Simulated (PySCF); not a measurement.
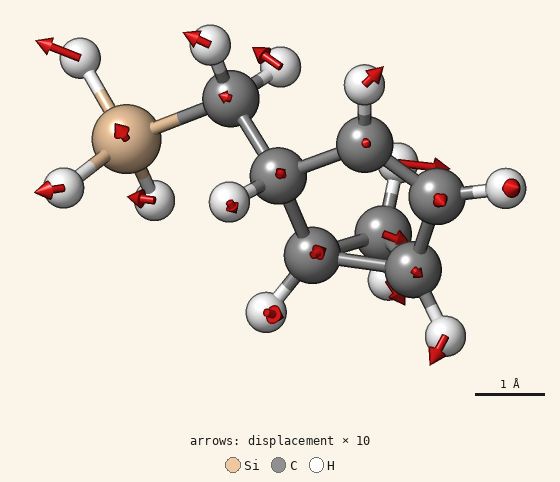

A relaxation of C7H12Si. The starting structure is drawn; red arrows show the displacements, 10 times their true length. The two geometries are superimposed by the best rigid fit.

Style: ball-and-stick. Shown from a free direction.

The start comes from GFN2-xTB.

The calculation used PySCF, PBE0-D3(BJ)/def2-SVP geometry optimisation, gas phase. 

**Which element moves most?**

Hydrogen: up to 0.078 Å, against 0.045 Å for carbon.

**What did the optimiser do to the structure, and how much energy did it gain?**

Over 3 geometry steps the energy falls by 2.05 kcal/mol. The atom that moves furthest after the best rigid fit is an H atom (0.078 Å). Largest moves by element: H 0.078 Å, C 0.045 Å, Si 0.034 Å. Some distances before and after: H–Si 1.466 → 1.498 Å, C–Si 1.901 → 1.887 Å, C–H 1.080 → 1.094 Å, C–C 1.326 → 1.339 Å.
